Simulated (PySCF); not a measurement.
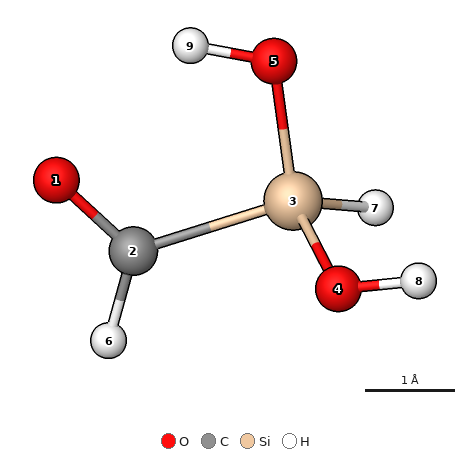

*The structure (ball-and-stick view, seen at a tilt; atoms are numbered from 1 in the order of the input).*

Bond lengths as drawn: C–H 1.12 Å, C–O 1.21 Å, C–Si 1.92 Å, H–O 0.96 to 0.97 Å, H–Si 1.49 Å and O–Si 1.65 to 1.66 Å.

## NMR shielding calculation of CH4O3Si

The run: NMR shielding calculation of CH4O3Si, SMILES O=C[SiH](O)O. Method and program: GIAO LDA/pcSseg-2 NMR shielding, non-relativistic, gas phase (PySCF 2.14.0).

The geometry comes from this level: PBE0-D3(BJ)/def2-SVP. Figures and captions count atoms from 1; the log counts them from 0 in places.

The program's output:
```
coarse grid: 8448 points
cycle   1  E = -552.4621495157  dE =  7.323e-01  |g| = 1.359e+00  |ddm| = 2.278e+00
cycle   2  E = -550.3630165022  dE =  2.099e+00  |g| = 3.445e+00  |ddm| = 3.872e+00
cycle   3  E = -552.7355451019  dE = -2.373e+00  |g| = 4.766e-01  |ddm| = 3.514e+00
cycle   4  E = -552.7587537008  dE = -2.321e-02  |g| = 3.760e-01  |ddm| = 4.270e-01
cycle   5  E = -552.7836325112  dE = -2.488e-02  |g| = 7.389e-02  |ddm| = 2.134e-01
cycle   6  E = -552.7848490684  dE = -1.217e-03  |g| = 1.921e-02  |ddm| = 6.830e-02
cycle   7  E = -552.7849270014  dE = -7.793e-05  |g| = 7.072e-03  |ddm| = 2.135e-02
cycle   8  E = -552.7849345539  dE = -7.553e-06  |g| = 3.504e-03  |ddm| = 5.146e-03
cycle   9  E = -552.7849365944  dE = -2.040e-06  |g| = 9.239e-04  |ddm| = 2.092e-03
final grid: 78248 points
cycle  10  E = -552.7700527024  dE = -5.935e-05  |g| = 5.479e-03  |ddm| = 2.217e-02
cycle  11  E = -552.7700396001  dE =  1.310e-05  |g| = 1.023e-02  |ddm| = 7.515e-03
cycle  12  E = -552.7700568984  dE = -1.730e-05  |g| = 1.535e-03  |ddm| = 5.668e-03
cycle  13  E = -552.7700572249  dE = -3.265e-07  |g| = 8.013e-04  |ddm| = 1.235e-03
cycle  14  E = -552.7700573373  dE = -1.123e-07  |g| = 2.610e-04  |ddm| = 4.905e-04
cycle  15  E = -552.7700573491  dE = -1.186e-08  |g| = 5.817e-05  |ddm| = 1.764e-04
cycle  16  E = -552.7700573497  dE = -5.418e-10  |g| = 2.049e-05  |ddm| = 4.036e-05
```

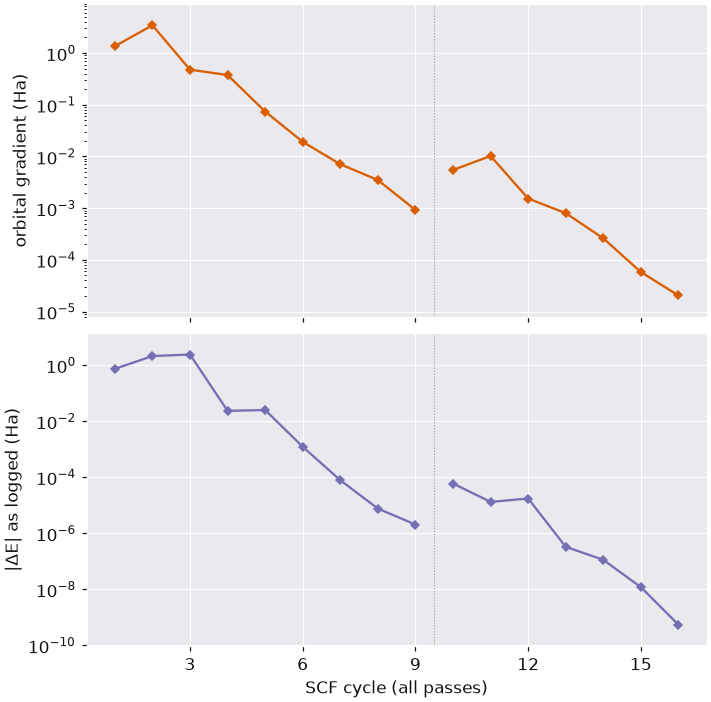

*Convergence of the self-consistent field: orbital gradient and size of the energy change against the SCF cycle. The dotted line marks the change from a coarse to the final integration grid.*

The first 9 cycles use a coarse grid, the final grid takes over at cycle 10, and the field converges after 16 cycles in all.

```
converged SCF energy = -552.7700573497

GIAO shielding tensors (ppm)
atom      isotropic    diamagn.    paramagn.     s11        s22        s33       span
  0 O     -569.555     393.109    -962.664  -1589.451   -545.652    426.438   2015.888
  1 C      -88.011     251.428    -339.439   -239.673   -110.442     86.082    325.755
  2 Si     359.908     877.242    -517.334    293.946    369.027    416.752    122.806
  3 O      253.823     386.169    -132.346    179.219    289.274    292.976    113.757
  4 O      265.026     386.718    -121.692    185.542    273.472    336.065    150.523
  5 H       18.462      27.664      -9.202     12.343     20.096     22.948     10.604
  6 H       25.333      28.114      -2.781     21.236     24.539     30.224      8.988
  7 H       28.373      30.433      -2.060     21.862     23.766     39.491     17.630
  8 H       26.530      31.487      -4.957     17.613     21.917     40.060     22.447
```

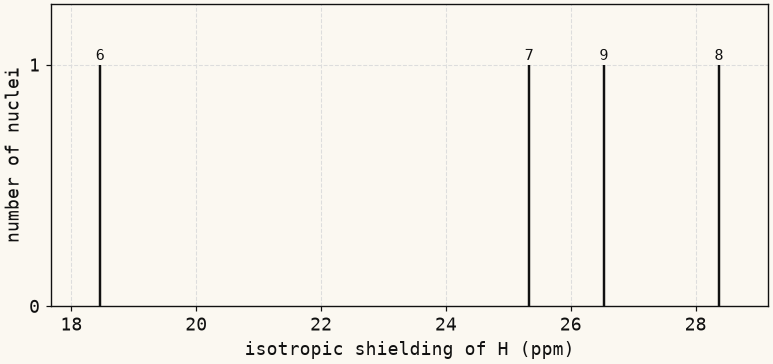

*Isotropic shieldings of the hydrogen nuclei in this fixed geometry, labelled by atom number; shielding grows to the right, so chemical shift grows to the left.*

The least shielded is H6 (18.5 ppm), the most shielded H8 (28.4 ppm).

This output came from the following input.

The input:
```
{"job": {"kind": "nmr", "xc": "LDA", "basis": "pcSseg-2", "pop": false}, "charge": 0, "multiplicity": 1}
O      1.928727     0.537135    -0.739155
C      1.228022    -0.435894    -0.562599
Si    -0.366750    -0.152418     0.474489
O     -1.602103    -0.401289    -0.600365
O     -0.172853     1.408710     0.972379
H      1.518885    -1.418997    -1.019808
H     -0.525358    -1.032736     1.662463
H     -2.505824    -0.342492    -0.276827
H      0.556265     1.821748     0.483703
```

The first line tells a small driver script what to run in PySCF; the rest is the geometry in Å.

Launch command:
```bash
OMP_NUM_THREADS=1 python <driver script> task.json out
```

Key numbers:

| quantity | value |
| --- | --- |
| outcome | converged |
| total energy | −552.770057 hartree |
| HOMO | −6.13 eV |
| LUMO | −3.42 eV |
| dipole moment | 2.12 D |
| isotropic shielding, O | −569.6 to 265.0 ppm |
| isotropic shielding, C | −88.0 ppm |
| isotropic shielding, Si | 359.9 ppm |
| isotropic shielding, H | 18.5 to 28.4 ppm |
| hardware | 1 CPU thread, shared host |
| wall time | 38 s |
| peak memory | 0.87 GiB |
